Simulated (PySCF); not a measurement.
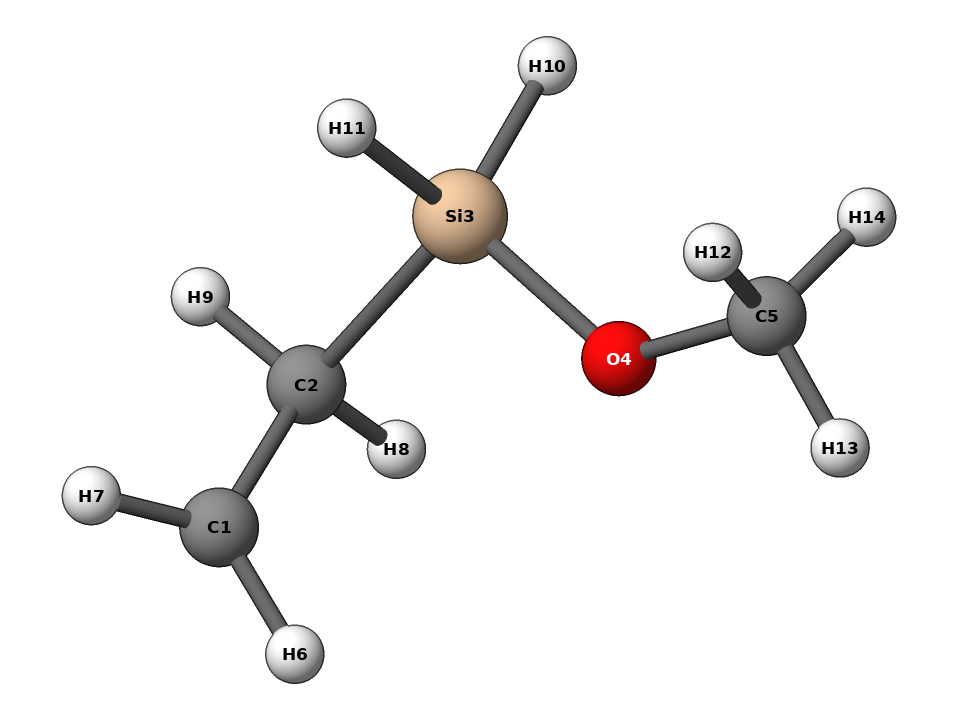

The questions are on Mulliken spin populations. The species is neutral and a spin doublet. The geometry was computed by an optimisation with GFN2-xTB. No frequency run is at hand to confirm it as a minimum. Properties computed with UKS B3LYP, pcH-1 on C H O Si, non-relativistic (PySCF 2.14.0).

Q: Which atom carries the largest spin population?

A: C1 (1.02 e).

Q: Which atom has the lowest spin population?

A: C2 (−0.07 e); a negative value comes from spin polarisation.

Give the Mulliken spin populations atom by atom.

```
atom  value (e)
  C1       1.02
  C2      −0.07
 Si3       0.08
  O4       0.00
  C5       0.00
  H6      −0.04
  H7      −0.04
  H8       0.02
  H9       0.02
 H10       0.02
 H11       0.00
 H12       0.00
 H13       0.00
 H14       0.00
```

Mulliken values depend strongly on the basis set. The geometry is semi-empirical. Around Si such bond lengths and angles can be off by a tenth of an ångström or more and by several degrees, and values that hang on the shape move with them.
